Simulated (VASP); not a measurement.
Band structure of Fe (bcc). These are PBE GGA with D3 dispersion (zero damping), VASP's PBE PAW potentials (set 64) (plane waves; VASP) values and carry that method's errors.

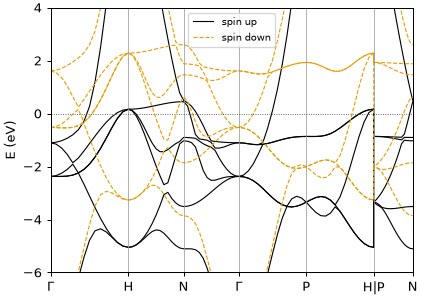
Figure. Bands along high-symmetry lines, zero at the valence-band maximum or, without a gap, the Fermi level

### Question
Read the plot: is there a gap, and where are the band edges?

### Answer
It has no gap at this level: it comes out as a metal or semimetal. (Edges off the drawn lines would not show.)

The compound is Fe in the bcc structure. It was relaxed first, which changed the volume by -7 %.
